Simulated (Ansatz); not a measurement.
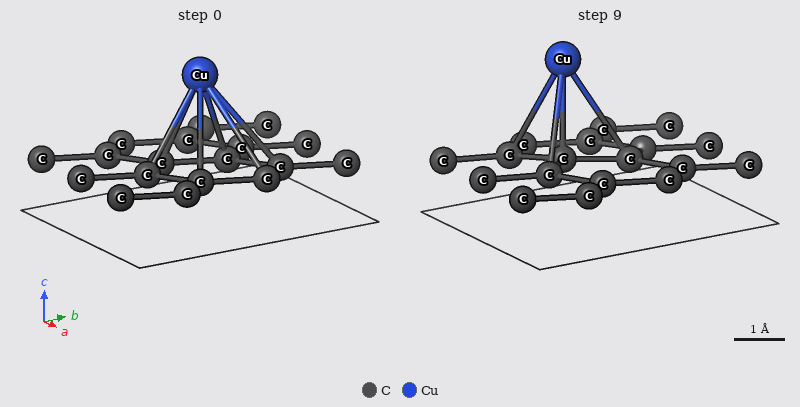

The structure of a slab of composition CuC18 before (left) and after (right) a relaxation, at one scale.

Style: ball-and-stick. Shown: the cell of the calculation, outlined in the plane, without the vacuum (origin shifted), slightly off an axis.

It is Cu on graphene monolayer, set down by a guess. The run prepares an end point of a later path (adatom hop) calculation, from a guessed geometry.

Method: Ansatz 0.2.0, DFT r2SCAN, scalar-relativistic, plane waves, PAW.

Input file:
```yaml
crystal:
  lattice:
    - [7.398, 0.0, 0.0]
    - [-3.699, 6.406856, 0.0]
    - [0.0, 0.0, 12.0]
  atoms:
    - { symbol: C, position: [0.0, 0.0, 0.0833333] }
    - { symbol: C, position: [0.2222222, 0.1111111, 0.0833333] }
    - { symbol: C, position: [0.0, 0.3333333, 0.0833333] }
    - { symbol: C, position: [0.2222222, 0.4444444, 0.0833333] }
    - { symbol: C, position: [0.0, 0.6666667, 0.0833333] }
    - { symbol: C, position: [0.2222222, 0.7777778, 0.0833333] }
    - { symbol: C, position: [0.3333333, 0.0, 0.0833333] }
    - { symbol: C, position: [0.5555556, 0.1111111, 0.0833333] }
    - { symbol: C, position: [0.3333333, 0.3333333, 0.0833333] }
    - { symbol: C, position: [0.5555556, 0.4444444, 0.0833333] }
    - { symbol: C, position: [0.3333333, 0.6666667, 0.0833333] }
    - { symbol: C, position: [0.5555556, 0.7777778, 0.0833333] }
    - { symbol: C, position: [0.6666667, 0.0, 0.0833333] }
    - { symbol: C, position: [0.8888889, 0.1111111, 0.0833333] }
    - { symbol: C, position: [0.6666667, 0.3333333, 0.0833333] }
    - { symbol: C, position: [0.8888889, 0.4444444, 0.0833333] }
    - { symbol: C, position: [0.6666667, 0.6666667, 0.0833333] }
    - { symbol: C, position: [0.8888889, 0.7777778, 0.0833333] }
    - { symbol: Cu, position: [0.0366608, 0.5346801, 0.2425], spin: 1.0 }
magnetization:
  spin_polarized: true
basis:
  ecutwfc: 500.0
kpoints:
  mp_grid: { grid: [2, 2, 1] }
hamiltonian:
  xc: r2scan
scf:
  occupations: { method: gaussian, width: 0.05 }
  lower_state_search: "off"
relax:
  f_tol: 0.03
  max_steps: 60
  adjacent_minimum: "off"
```

Command:
```bash
ansatz run input.yaml --threads 4 --pin off --max-ram 10240MiB --backend cpu --events-out ev --progress --plain --runs-dir out
```

Q: Summarise the run.

A: Cu19 moves most relative to the layer's centre: 0.94 Å at 76° to the normal (+c side). Largest moves by element: Cu 0.94 Å, C 0.10 Å. The lattice vectors keep their values. Near-neighbour distances that change, for instance: C11–Cu19 2.697 → 3.579 Å, C6–Cu19 2.510 → 3.281 Å, C4–Cu19 2.626 → 3.288 Å, C15–Cu19 3.047 → 2.565 Å. Among the angles between lasting bonds that change: C15–C16–Cu19 116.3° → 93.1°, C4–C3–Cu19 84.3° → 107.2°, C5–C16–Cu19 74.3° → 93.1°. The energy falls by 0.164 eV per cell of the calculation in 8 accepted moves (9 points after the start). Largest force component: 0.58 eV/Å at the start, 0.013 eV/Å at the end. 1 step only repeated the SCF at the same geometry.

Limits of the set-up: the periodic images lie only 7.4 Å apart, so the values are limited by the cell's size.
